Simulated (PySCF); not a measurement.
# C$_{7}$H$_{21}$N$_{3}$Ti (TiMe(NMe2)3): what the fields show

```tsv
atom	x (Å)	y (Å)	z (Å)
Ti	-0.0013	-0.0079	0.3491
C	0.0307	-0.0674	2.4619
H	0.1696	0.9439	2.8840
H	0.8567	-0.7027	2.8278
H	-0.9143	-0.4743	2.8632
N	1.7658	-0.0884	-0.2829
C	2.6179	0.9197	0.2909
C	2.4243	-0.9974	-1.1744
H	3.4302	0.4859	0.9080
H	2.0367	1.5899	0.9497
H	3.0916	1.5555	-0.4845
H	1.7059	-1.7282	-1.5738
H	2.8796	-0.4695	-2.0365
H	3.2399	-1.5572	-0.6728
N	-0.8114	1.5917	-0.2128
C	-2.1095	1.7971	0.3731
C	-0.3584	2.6525	-1.0633
H	-2.1422	2.6916	1.0271
H	-2.3946	0.9316	0.9985
H	-2.9003	1.9169	-0.3951
H	0.6365	2.4178	-1.4695
H	-1.0417	2.8110	-1.9220
H	-0.2899	3.6197	-0.5248
N	-0.9794	-1.4833	-0.2842
C	-0.5012	-2.7424	0.2218
C	-2.1354	-1.5722	-1.1267
H	-1.2544	-3.2603	0.8490
H	0.3928	-2.5917	0.8539
H	-0.2111	-3.4371	-0.5925
H	-2.4310	-0.5726	-1.4773
H	-1.9443	-2.1978	-2.0222
H	-3.0022	-2.0226	-0.6011
```

Geometry: PBE0-D3(BJ)/def2-SVP.

All numbers below come from wB97X-D/def2-SVPD, SCF density, gas phase (PySCF).

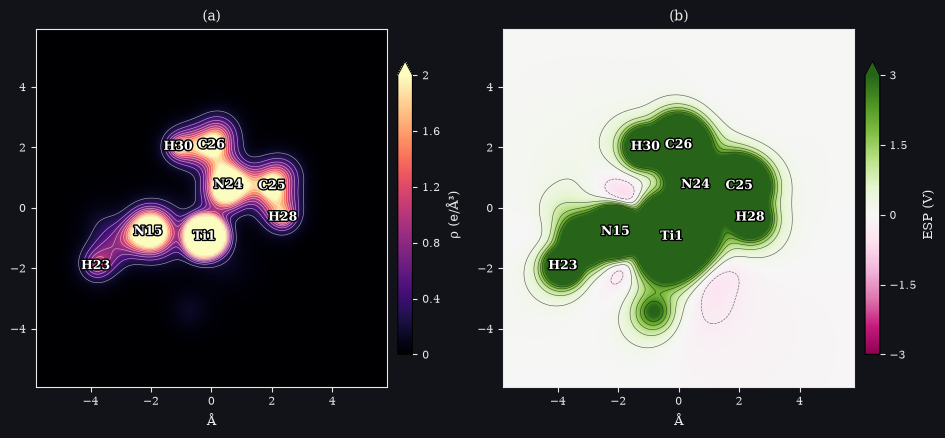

Figure 1. (a) electron density; (b) molecular electrostatic potential on the plane of atoms Ti1, N24 and C25.

Q: What does the map show?

A: The section cuts through Ti, N, H and C sites.
C–N (1.44 Å): ρ at the midpoint is about 2 e/Å³.
Ti–N (1.88 Å): ρ at the midpoint is about 0.95 e/Å³.
C–H (1.10 Å): the density is about 1.9 e/Å³ at the midpoint.
Outside the dense part of the molecule the potential is most negative (−0.6 V) near N15 and N24.

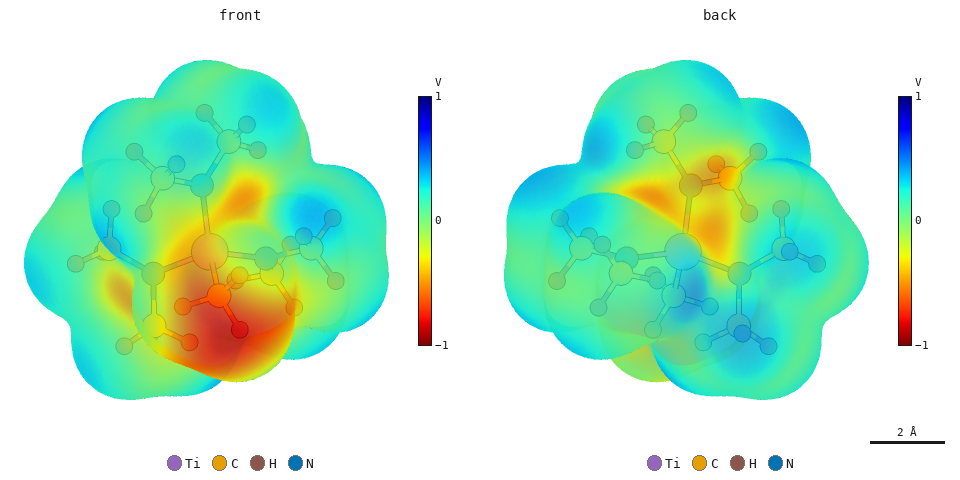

Figure 2. The electrostatic potential painted on the density surface at 0.001 e/bohr³, seen from the front and from behind; the colour scale runs from red (negative) to blue (positive).

Q: Which sites attract a positive test charge, and which a negative one?

A: A positive charge is drawn to the negative regions and a negative charge to the positive ones. The most negative region (about −0.8 V) lies over C2, the most positive (about +0.4 V) over the H atoms.

Q: How polar is the molecule by this calculation?

A: Its dipole moment is 1.30 D.
